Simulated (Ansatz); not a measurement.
# FH₂NOSi: an energy map over bond length N1–Si2 and dihedral H5–N1–Si2–O3

Aim: map the energy of FH₂NOSi, SMILES N[Si](=O)F over two coordinates, and find its wells, ridges and stiffness.

Program: Ansatz 0.2.0. Level of theory: RKS PBE0-D4/def2-TZVP. These are calculated values, not measurements.

## (1) The starting structure

SMILES `N[Si](=O)F`, 6 atoms, charge 0, spin multiplicity 1.

Atoms are counted from 1 here; the program's logs count them from 0.

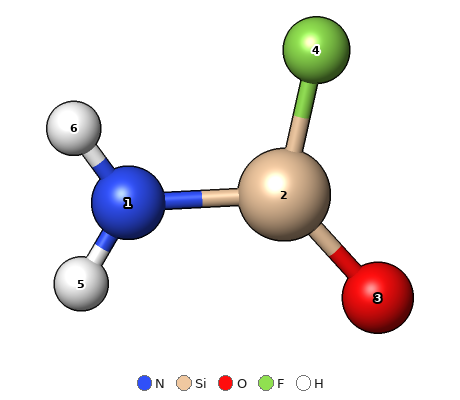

The starting geometry (nitrogen blue, silicon light orange, oxygen red, fluorine green, hydrogen white); atoms are numbered from 1 in the order of the file.

Geometry (Å):

```xyz
6
charge 0, multiplicity 1
N    -0.2663    0.8365   -0.1682
Si    0.2948   -0.7048    0.2426
O     1.1917   -1.1383    1.4169
F    -0.3286   -1.6788   -0.8986
H    -0.0288    1.6622    0.3824
H    -0.8629    1.0232   -0.9750
```

This geometry comes from a loose relaxation at PBE in a small basis, which is not shown.

## (2) Geometry optimisation

Contents of input.yaml:

```yaml
crystal:
  periodic: [false, false, false]
  atoms:
    - { symbol: "N", position_ang: [-0.266293, 0.836472, -0.168183] }
    - { symbol: Si, position_ang: [0.294771, -0.704798, 0.242589] }
    - { symbol: O, position_ang: [1.191748, -1.138302, 1.416872] }
    - { symbol: F, position_ang: [-0.328602, -1.678755, -0.898626] }
    - { symbol: H, position_ang: [-0.028755, 1.662183, 0.382383] }
    - { symbol: H, position_ang: [-0.862869, 1.023191, -0.975035] }
basis:
  gaussian: { orbitals: def2-TZVP }
hamiltonian:
  xc: pbe0
  dispersion: d4
output:
  forces: true
relax:
  f_tol: 0.003
  max_steps: 120
```

Launch:

```sh
> ansatz run input.yaml --threads 1 --pin off --max-ram 2560MiB --backend cpu --events-out ev --progress --plain --runs-dir out
```

Log, shortened:

```text
Warning: RAYON_NUM_THREADS=1 ignored (pool sized by the plan → 1); use --threads N
[...]
Functional definition: PBE0
[...]
818 factors; their error is unknown
[...]
mean field -14160.25679539 eV, -520.3798390639 hartree, gradient 4.6e-5 eV, S^2 0.000000; 0 other end points of the search recorded, 0 dependent functions left out
[...]
reference -14160.25681999 eV, -520.3798399678 hartree; 20, 20 occupied and 122, 122 virtual orbitals, 818 factors
relax step   1: F+E_penalty+E_count = -14160.34287839 eV  Δ(F+E_penalty+E_count) = +0.000e0 eV  max|allowed force component| = 1.404e0 eV/Å  Δτ_max = 0.0000 Å  (26 SCF iters, accepted)
[...]
relax step   6: F+E_penalty+E_count = -14160.43479395 eV  Δ(F+E_penalty+E_count) = -5.858e-5 eV  max|allowed force component| = 2.112e-2 eV/Å  Δτ_max = 0.0066 Å  (33 SCF iters, accepted)
[...]
relax step   7: F+E_penalty+E_count = -14160.43481617 eV  Δ(F+E_penalty+E_count) = -2.222e-5 eV  max|allowed force component| = 2.066e-3 eV/Å  Δτ_max = 0.0020 Å  (34 SCF iters, accepted)
818 factors; their error is unknown
[...]
mean field -14160.34787153 eV, -520.3831860502 hartree, gradient 3.6e-5 eV, S^2 0.000000; 1 other end points of the search recorded, 0 dependent functions left out
[...]
reference -14160.34789599 eV, -520.3831869489 hartree; 20, 20 occupied and 122, 122 virtual orbitals, 818 factors
Total energy: -14160.43484063 eV, -520.3863821056 hartree
Atom 0 at    -0.262470     0.822838    -0.166134 Å, force    -0.000566    -0.002065    -0.001478 eV/Å
Atom 1 at     0.284514    -0.698050     0.229605 Å, force    -0.000206     0.000461    -0.000197 eV/Å
Atom 2 at     1.163107    -1.110799     1.382781 Å, force     0.000167    -0.000524     0.000147 eV/Å
Atom 3 at    -0.312569    -1.659258    -0.870603 Å, force     0.000122     0.000190     0.000220 eV/Å
Atom 4 at    -0.022443     1.629977     0.383318 Å, force     0.000000     0.001721     0.000467 eV/Å
Atom 5 at    -0.850138     1.015283    -0.958967 Å, force     0.000483     0.000217     0.000842 eV/Å
Dipole moment:    -0.489670     0.703654    -0.522056 e Å
```

Wall time 36 s (1 thread of Arm Neoverse V1, shared host); peak memory 0.23 GiB.

The steps of the relaxation:

| step | energy from step 1 (eV) | largest force component (eV/Å) |
| --- | --- | --- |
| 1 | 0.0000 | 1.4035 |
| 2 | -0.0682 | 0.6839 |
| 3 | -0.0914 | 0.0809 |
| 4 | -0.0917 | 0.0339 |
| 5 | -0.0919 | 0.0183 |
| 6 | -0.0919 | 0.0211 |
| 7 | -0.0919 | 0.0021 |

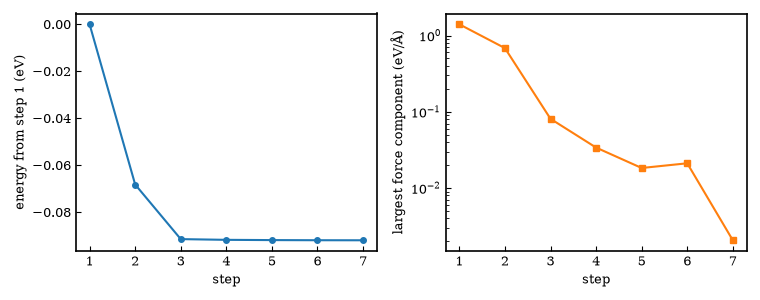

Energy and force, step by step.

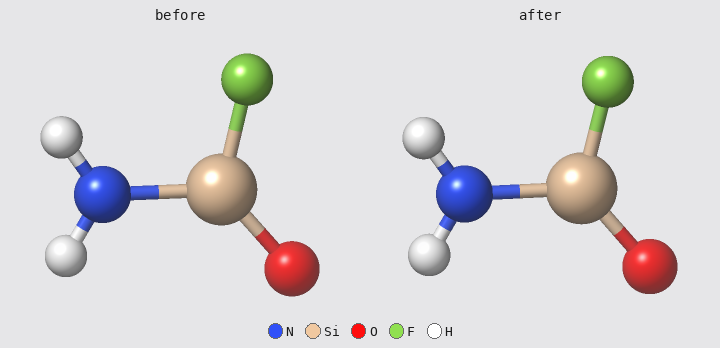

The geometry before (left) and after (right).

Close pairs (by a distance rule), those that changed most:

| bond | before (Å) | after (Å) | change (Å) |
| --- | --- | --- | --- |
| Si2–F4 | 1.625 | 1.578 | -0.046 |
| Si2–O3 | 1.540 | 1.507 | -0.033 |
| N1–Si2 | 1.691 | 1.664 | -0.027 |
| N1–H6 | 1.021 | 1.005 | -0.015 |
| N1–H5 | 1.020 | 1.005 | -0.015 |

## (3) Plan of the scan

The axes are (1) bond length N1–Si2: 13 values from 1.364 to 2.496 Å; (2) dihedral H5–N1–Si2–O3: 12 values from −180 to 150 °, periodic.

Nothing else is relaxed (all other coordinates rigid). Energies count from the relaxed molecule at the same level. Points are written as (first, second).

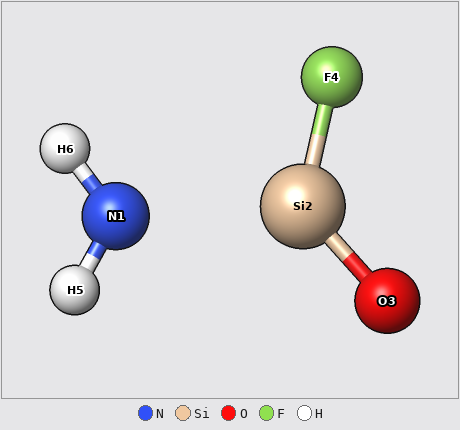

The geometry at (2.213 Å, 0°).

Below, 2 of the grid's runs; all are launched alike.

## (4) The run at (1.647 Å, 0°)

Contents of input.yaml:

```yaml
crystal:
  periodic: [false, false, false]
  atoms:
    - { symbol: "N", position_ang: [-0.26247, 0.822838, -0.166134] }
    - { symbol: Si, position_ang: [0.278925, -0.68251, 0.225561] }
    - { symbol: O, position_ang: [1.157572, -1.09525, 1.3787] }
    - { symbol: F, position_ang: [-0.318228, -1.64373, -0.874598] }
    - { symbol: H, position_ang: [-0.022443, 1.629977, 0.383318] }
    - { symbol: H, position_ang: [-0.850138, 1.015283, -0.958967] }
basis:
  gaussian: { orbitals: def2-TZVP }
hamiltonian:
  xc: pbe0
  dispersion: d4
output:
  forces: true
```

Launch:

```sh
> ansatz run input.yaml --threads 1 --pin off --max-ram 2560MiB --backend cpu --events-out ev --progress --plain --runs-dir out
```

Log, shortened:

```text
Warning: RAYON_NUM_THREADS=1 ignored (pool sized by the plan → 1); use --threads N
[...]
[... 1 set-up line as earlier in the session ...]
[...]
818 factors; their error is unknown
[...]
mean field -14160.34241949 eV, -520.3829856913 hartree, gradient 4.5e-5 eV, S^2 0.000000; 0 other end points of the search recorded, 0 dependent functions left out
[...]
reference -14160.34244386 eV, -520.3829865868 hartree; 20, 20 occupied and 122, 122 virtual orbitals, 818 factors
Total energy: -14160.42955844 eV, -520.3861879888 hartree
Atom 0 at    -0.262470     0.822838    -0.166134 Å, force    -0.193218     0.539331    -0.139401 eV/Å
Atom 1 at     0.278925    -0.682510     0.225561 Å, force     0.199687    -0.540998     0.148090 eV/Å
Atom 2 at     1.157572    -1.095250     1.378700 Å, force     0.008133    -0.011683     0.008746 eV/Å
Atom 3 at    -0.318228    -1.643730    -0.874598 Å, force    -0.003076    -0.025881    -0.011052 eV/Å
Atom 4 at    -0.022443     1.629977     0.383318 Å, force    -0.008879     0.017890    -0.008195 eV/Å
Atom 5 at    -0.850138     1.015283    -0.958967 Å, force    -0.002647     0.021341     0.001812 eV/Å
Dipole moment:    -0.493989     0.714263    -0.525501 e Å
```

Run time: 3.8 s. Hardware: 1 thread of Arm Neoverse V1, shared host; peak memory 0.22 GiB.

That is 0.005 eV from the zero.

## (5) Point (2.213 Å, 0°)

Contents of input.yaml:

```yaml
crystal:
  periodic: [false, false, false]
  atoms:
    - { symbol: "N", position_ang: [-0.26247, 0.822838, -0.166134] }
    - { symbol: Si, position_ang: [0.464979, -1.199831, 0.360169] }
    - { symbol: O, position_ang: [1.343626, -1.612571, 1.513308] }
    - { symbol: F, position_ang: [-0.132175, -2.161051, -0.73999] }
    - { symbol: H, position_ang: [-0.022443, 1.629977, 0.383318] }
    - { symbol: H, position_ang: [-0.850138, 1.015283, -0.958967] }
basis:
  gaussian: { orbitals: def2-TZVP }
hamiltonian:
  xc: pbe0
  dispersion: d4
output:
  forces: true
```

Launch:

```sh
> ansatz run input.yaml --threads 1 --pin off --max-ram 2560MiB --backend cpu --events-out ev --progress --plain --runs-dir out
```

Log, shortened:

```text
Warning: RAYON_NUM_THREADS=1 ignored (pool sized by the plan → 1); use --threads N
[...]
[... 1 set-up line as earlier in the session ...]
[...]
818 factors; their error is unknown
[...]
mean field -14157.96193075 eV, -520.2955043436 hartree, gradient 5.8e-5 eV, S^2 0.000000; 0 other end points of the search recorded, 0 dependent functions left out
[...]
reference -14157.96195606 eV, -520.2955052739 hartree; 20, 20 occupied and 122, 122 virtual orbitals, 818 factors
Total energy: -14158.04370389 eV, -520.2985094513 hartree
Atom 0 at    -0.262470     0.822838    -0.166134 Å, force     1.522431    -4.312488     1.081774 eV/Å
Atom 1 at     0.464979    -1.199831     0.360169 Å, force    -1.751901     4.418488    -1.383166 eV/Å
Atom 2 at     1.343626    -1.612571     1.513308 Å, force    -0.121497     0.229701    -0.115357 eV/Å
Atom 3 at    -0.132175    -2.161051    -0.739990 Å, force     0.063047     0.512105     0.220829 eV/Å
Atom 4 at    -0.022443     1.629977     0.383318 Å, force     0.257446    -0.342097     0.281329 eV/Å
Atom 5 at    -0.850138     1.015283    -0.958967 Å, force     0.030475    -0.505708    -0.085409 eV/Å
Dipole moment:    -0.350123     0.356281    -0.410690 e Å
```

Wall time 3.6 s (1 thread of Arm Neoverse V1, shared host); peak memory 0.22 GiB.

That is 2.39 eV from the zero.

## (6) Energy over the grid

93 points were computed, 63 more follow by symmetry. Energies in eV, from the relaxed molecule at the same level:

| dihedral H5–N1–Si2–O3 (°) ↓, bond length N1–Si2 (Å) → | 1.364 | 1.459 | 1.553 | 1.647 | 1.742 | 1.836 | 1.930 | 2.025 | 2.119 | 2.213 | 2.307 | 2.402 | 2.496 |
| --- | --- | --- | --- | --- | --- | --- | --- | --- | --- | --- | --- | --- | --- |
| 150 | 2.96 | 1.25 | 0.43 | 0.15 | 0.23 | 0.51 | 0.93 | 1.42 | 1.94 | 2.46 | 2.97 | 3.46 | 3.93 |
| 120 | 3.37 | 1.63 | 0.77 | 0.46 | 0.50 | 0.76 | 1.14 | 1.61 | 2.10 | 2.60 | 3.09 | 3.56 | 4.01 |
| 90 | 3.59 | 1.83 | 0.96 | 0.63 | 0.65 | 0.89 | 1.26 | 1.70 | 2.18 | 2.67 | 3.15 | 3.62 | 4.06 |
| 60 | 3.37 | 1.63 | 0.77 | 0.46 | 0.50 | 0.76 | 1.14 | 1.60 | 2.10 | 2.59 | 3.09 | 3.56 | 4.01 |
| 30 | 2.95 | 1.25 | 0.43 | 0.15 | 0.22 | 0.51 | 0.93 | 1.42 | 1.94 | 2.46 | 2.97 | 3.46 | 3.93 |
| 0 | 2.76 | 1.07 | 0.27 | 0.01 | 0.10 | 0.40 | 0.83 | 1.33 | 1.86 | 2.39 | 2.91 | 3.42 | 3.89 |
| −30 | 2.95 | 1.25 | 0.43 | 0.15 | 0.22 | 0.51 | 0.93 | 1.42 | 1.94 | 2.46 | 2.97 | 3.46 | 3.93 |
| −60 | 3.37 | 1.63 | 0.77 | 0.46 | 0.50 | 0.76 | 1.14 | 1.60 | 2.10 | 2.59 | 3.09 | 3.56 | 4.01 |
| −90 | 3.59 | 1.83 | 0.96 | 0.63 | 0.65 | 0.89 | 1.26 | 1.70 | 2.18 | 2.67 | 3.15 | 3.62 | 4.06 |
| −120 | 3.37 | 1.63 | 0.77 | 0.46 | 0.50 | 0.76 | 1.14 | 1.61 | 2.10 | 2.60 | 3.09 | 3.56 | 4.01 |
| −150 | 2.96 | 1.25 | 0.43 | 0.15 | 0.23 | 0.51 | 0.93 | 1.42 | 1.94 | 2.46 | 2.97 | 3.46 | 3.93 |
| −180 | 2.76 | 1.08 | 0.27 | 0.01 | 0.10 | 0.40 | 0.83 | 1.33 | 1.86 | 2.39 | 2.91 | 3.42 | 3.89 |

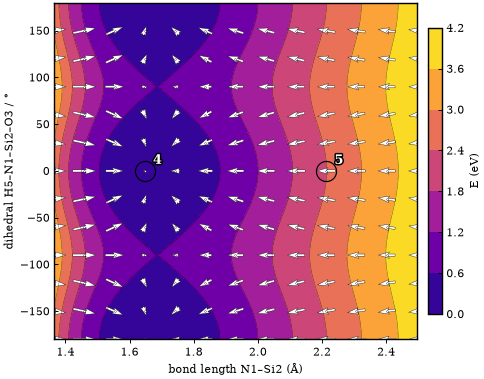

The map; numbers mark the steps of this session that print a point's run. In the figure: filled contours, dots at the grid points, arrows along the force (downhill), longer where it is stronger.

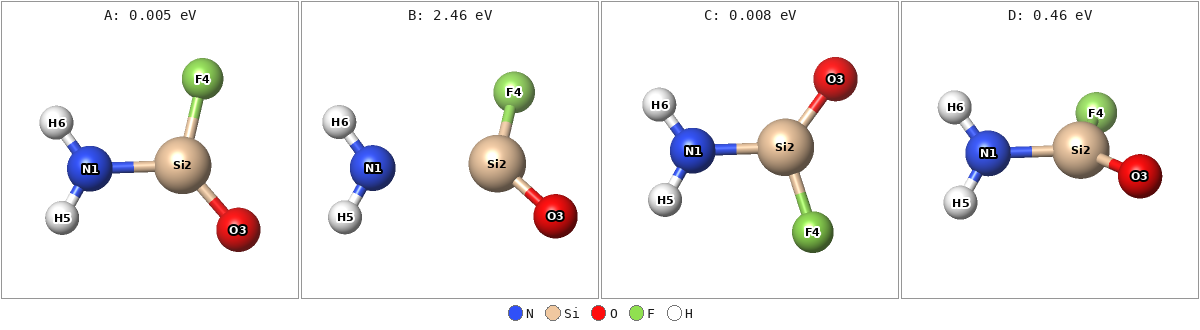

Structures on the grid, at one scale: A at (1.647 Å, 0°); B at (2.213 Å, −30°); C at (1.647 Å, −180°); D at (1.647 Å, −60°).

On the same grid, largest force on an atom (eV/Å):

```csv
"dihedral H5–N1–Si2–O3 (°) ↓, bond length N1–Si2 (Å) →",1.364,1.459,1.553,1.647,1.742,1.836,1.930,2.025,2.119,2.213,2.307,2.402,2.496
150,23.0,12.0,5.1,0.7,2.1,3.7,4.5,4.9,5.0,4.9,4.7,4.4,4.1
120,23.2,12.2,5.3,1.0,2.1,3.6,4.5,4.8,4.9,4.8,4.6,4.3,4.0
90,23.3,12.4,5.5,1.1,2.1,3.6,4.4,4.8,4.9,4.8,4.5,4.3,3.9
60,23.2,12.2,5.3,1.0,2.1,3.6,4.5,4.9,4.9,4.8,4.6,4.3,4.0
30,23.0,12.0,5.1,0.7,2.1,3.7,4.6,4.9,5.0,4.9,4.7,4.4,4.1
0,23.0,12.0,5.0,0.6,2.1,3.7,4.6,5.0,5.1,5.0,4.7,4.4,4.1
−30,23.0,12.0,5.1,0.7,2.1,3.7,4.6,4.9,5.0,4.9,4.7,4.4,4.1
−60,23.2,12.2,5.3,1.0,2.1,3.6,4.5,4.9,4.9,4.8,4.6,4.3,4.0
−90,23.3,12.4,5.5,1.1,2.1,3.6,4.4,4.8,4.9,4.8,4.5,4.3,3.9
−120,23.2,12.2,5.3,1.0,2.1,3.6,4.5,4.8,4.9,4.8,4.6,4.3,4.0
−150,23.0,12.0,5.1,0.7,2.1,3.7,4.5,4.9,5.0,4.9,4.7,4.4,4.1
−180,23.1,12.0,5.0,0.6,2.1,3.7,4.6,5.0,5.1,4.9,4.7,4.4,4.1
```

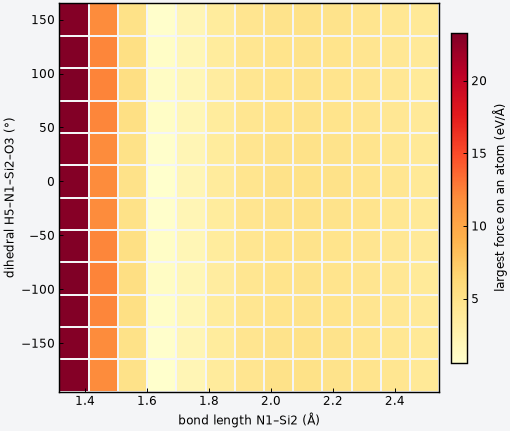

The largest force on an atom over the grid. Drawn: one coloured cell a grid point.

The dipole moment (D) at each point:

```
dihedral H5–N1–Si2–O3 (°) ↓, bond length N1–Si2 (Å) →  1.364  1.459  1.553  1.647  1.742  1.836  1.930  2.025  2.119  2.213  2.307  2.402  2.496
                                                  150   5.70   5.42   5.13   4.83   4.52   4.22   3.92   3.62   3.34   3.08   2.84   2.62   2.43
                                                  120   5.58   5.28   4.97   4.66   4.35   4.04   3.75   3.47   3.21   2.96   2.74   2.54   2.36
                                                   90   5.51   5.19   4.87   4.55   4.23   3.93   3.65   3.37   3.12   2.89   2.67   2.48   2.32
                                                   60   5.57   5.27   4.96   4.65   4.34   4.03   3.74   3.46   3.19   2.95   2.72   2.52   2.35
                                                   30   5.68   5.40   5.11   4.81   4.50   4.20   3.90   3.60   3.32   3.06   2.82   2.59   2.40
                                                    0   5.73   5.46   5.17   4.88   4.57   4.26   3.96   3.66   3.38   3.11   2.86   2.63   2.42
                                                  −30   5.68   5.40   5.11   4.81   4.50   4.20   3.90   3.60   3.32   3.06   2.82   2.59   2.40
                                                  −60   5.57   5.27   4.96   4.65   4.34   4.03   3.74   3.46   3.19   2.95   2.72   2.52   2.35
                                                  −90   5.51   5.19   4.87   4.55   4.23   3.93   3.65   3.37   3.12   2.89   2.67   2.48   2.32
                                                 −120   5.58   5.28   4.97   4.66   4.35   4.04   3.75   3.47   3.21   2.96   2.74   2.54   2.36
                                                 −150   5.70   5.42   5.13   4.83   4.52   4.22   3.92   3.62   3.34   3.08   2.84   2.62   2.43
                                                 −180   5.75   5.48   5.19   4.89   4.59   4.28   3.98   3.69   3.40   3.13   2.89   2.66   2.46
```

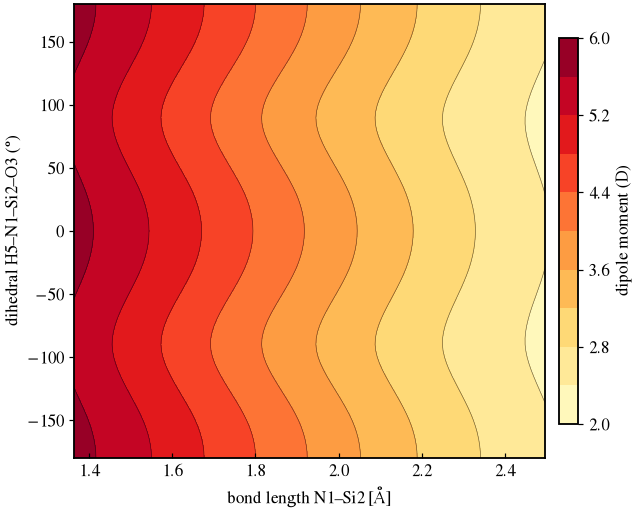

The dipole moment over the grid. In the figure: filled contours. Between grid points the surface is interpolated.

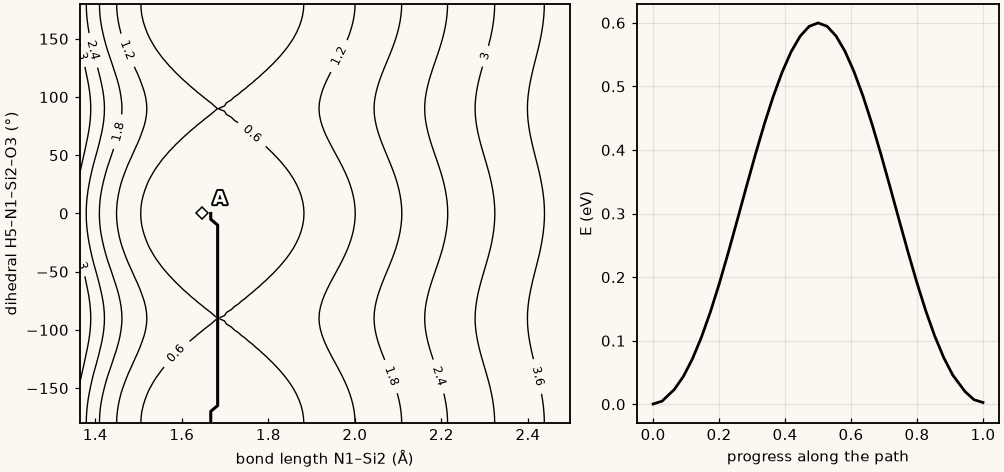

The easiest path on the interpolated surface, from A. In the figure: contour lines labelled in eV, a line along the lowest path, the energy along the path at the right.

## (7) Summary of results

```
                       quantity                                                                          value
                   lowest point                                                        (1.647 Å, 0°), 0.005 eV
         highest computed point                                      (2.496 Å, −90°), 4.05 eV above the lowest
largest force on an atom (eV/Å)       0.6 at (1.647 Å, 0°) to 23.3 at (1.364 Å, −90°); 0.6 at the lowest point
              dipole moment (D)  2.32 at (2.496 Å, −90°) to 5.75 at (1.364 Å, −180°); 4.88 at the lowest point
        time for the whole task                                               6.6 min on 1 thread, shared host
```

In words: The lowest computed point is at (1.647 Å, 0°), 0.005 eV from the relaxed molecule at the same level; the map holds 2 wells of about this depth. The grid is coarse, so the lowest point of the scanned range may lie between grid points; coordinates that were held can hide deeper minima. No other kind of well shows on this grid. The highest computed point, (2.496 Å, −90°), lies 4.05 eV above the lowest. On the interpolated surface the easiest way out of the lowest well to the well at (1.647 Å, −180°) passes a barrier of about 0.6 eV. Round the minimum the two coordinates are nearly uncoupled.
